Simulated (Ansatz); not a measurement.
A series of calculations on C$_{2}$H$_{9}$NSSi

**1. Relaxation**

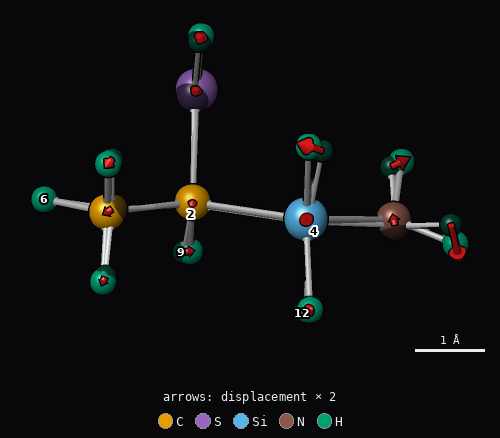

This is a relaxation of C2H9NSSi. The starting structure is drawn faded, the final one solid; red arrows show the displacements, magnified 2 times. The two geometries are superimposed by the best rigid fit.

The picture is a ball-and-stick view, seen at a tilt.

The run prepares an end point of a later path (hydrogen shift) calculation, from a guessed geometry.

Level of theory: RKS BLYP/6-31G* in Ansatz 0.2.0. (no spin polarisation; force threshold 0.02 eV/Å; at most 50 steps)

**Atoms of which element are displaced furthest, and by how much?**

Hydrogen: up to 0.41 Å, against 0.13 Å for silicon.

**What did the optimiser do to the structure, and how much energy did it gain?**

Over 8 accepted moves (9 points after the start) the energy falls by 0.684 eV. The largest force component goes from 3.2 to 0.014 eV/Å. The line search rejected the trial step at point 3 of the run. The largest move after the best rigid fit is that of an H atom, 0.41 Å. By element the largest moves are H 0.41 Å, Si 0.13 Å, S 0.10 Å, N 0.10 Å, C 0.09 Å. Among the contacts that change: N–Si 1.647 → 1.748 Å, C–S 1.817 → 1.887 Å, C–H 1.170 → 1.103 Å, C–C 1.500 → 1.542 Å. Bond angles that change, for instance: Si–N–H 105.8° → 117.1°, Si–N–H 107.4° → 118.1°, N–Si–H 110.4° → 117.6°.

**2. Relaxation**

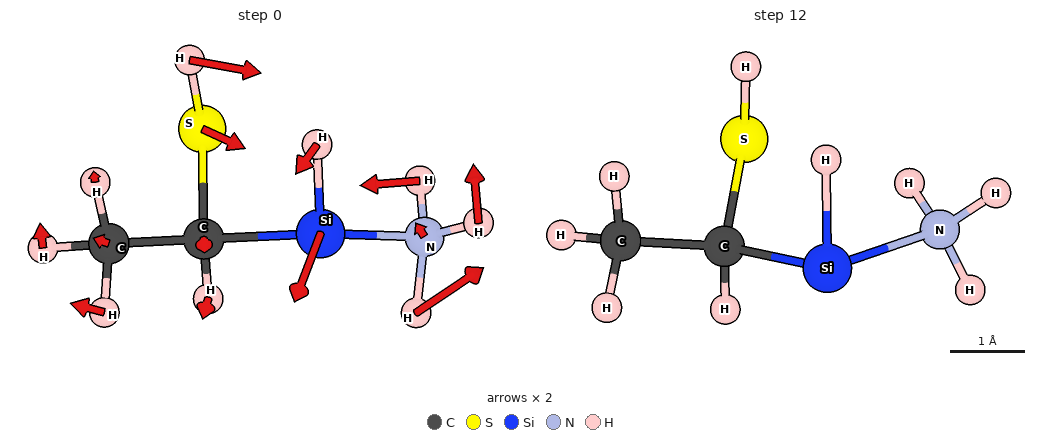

The structure of C2H9NSSi before (left) and after (right) a relaxation, at one scale. The red arrows give the displacements, 2 times their true length.

The picture is a ball-and-stick view, seen at a tilt.

The run prepares an end point of a later path (hydrogen shift) calculation, from a guessed geometry.

These are results of RKS BLYP/6-31G* (Ansatz), not measurements.

The input:
```yaml
crystal:
  periodic: [false, false, false]
  atoms:
    - { symbol: C, position_ang: [-1.7604, 0.2347, 0.6741] }
    - { symbol: C, position_ang: [-0.5263, 0.6214, -0.0867] }
    - { symbol: S, position_ang: [0.4372, 1.7867, 0.9217] }
    - { symbol: Si, position_ang: [0.6322, -0.8292, -0.5377] }
    - { symbol: "N", position_ang: [1.9259, -0.4128, -1.4687] }
    - { symbol: H, position_ang: [-2.3973, 1.1953, 0.8747] }
    - { symbol: H, position_ang: [-1.5864, -0.2312, 1.6157] }
    - { symbol: H, position_ang: [-2.403, -0.3668, 0.0541] }
    - { symbol: H, position_ang: [-0.7839, 1.172, -0.9645] }
    - { symbol: H, position_ang: [0.6133, 0.9883, 2.0294] }
    - { symbol: H, position_ang: [1.0822, -1.492, 0.7033] }
    - { symbol: H, position_ang: [1.30047, -0.40855, -2.29962] }
    - { symbol: H, position_ang: [2.3993, 0.336, -0.9656] }
    - { symbol: H, position_ang: [2.5196, -1.1946, -1.5138] }
basis:
  gaussian: { orbitals: "6-31G*" }
hamiltonian:
  xc: blyp
relax:
  f_tol: 0.02
  max_steps: 50
output:
  orbitals: {}
```

Run as
```bash
ansatz run input.yaml --threads 2 --pin off --max-ram 3072MiB --backend cpu --events-out ev --progress --plain --runs-dir out
```

Describe what moved and what it gained.

The largest moves after the best rigid fit, 0.67 Å, are those of Si4 and H12. Largest moves by element: H 0.67 Å, Si 0.67 Å, S 0.33 Å, C 0.15 Å, N 0.12 Å. Among the contacts that change: Si4–H12 1.931 → 2.636 Å, Si4–N5 1.647 → 2.070 Å, S3–Si4 3.002 → 3.327 Å, C2–S3 1.817 → 1.905 Å. Bond angles that change, for instance: H12–N5–H13 132.1° → 108.6°, Si4–N5–H12 88.9° → 112.2°, C2–Si4–N5 114.7° → 92.2°. Over 11 accepted moves (12 points after the start) the energy falls by 73.9 kcal/mol. The largest force component goes from 8.4 to 0.011 eV/Å. The line search rejected the trial step at point 7 of the run.

**3. Path**

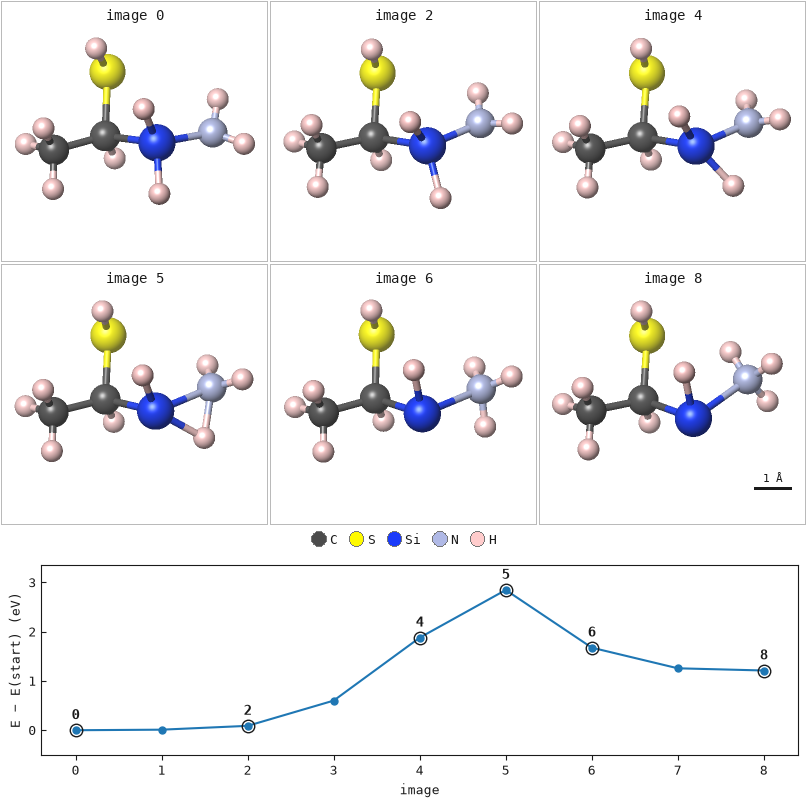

A nudged-elastic-band calculation for C2H9NSSi. Images are numbered from 0 (start) to 8 (end). The picture is a ball-and-stick view, seen at a tilt.

These are results of Ansatz 0.2.0, RKS BLYP/6-31G*, not measurements. Run with 7 movable images; climbing image; force threshold 0.05 eV/Å; iteration limit 60; starting path through a guess of the saddle point.

Q: What happens along the path, and what is the barrier?

A: A hydrogen atom shifts from one atom to another. Breaking: H–Si (1.50 → 2.64 Å). Forming: H–N (2.60 → 1.03 Å). The energy climbs by 2.85 eV to image 5 and then falls by 1.63 eV, so the end point sits at +1.21 eV. The band is converged.

The run took 120 s on 2 threads of Intel(R) Xeon(R) Platinum 8488C (Sapphire Rapids) (shared host), peak memory 0.17 GiB.
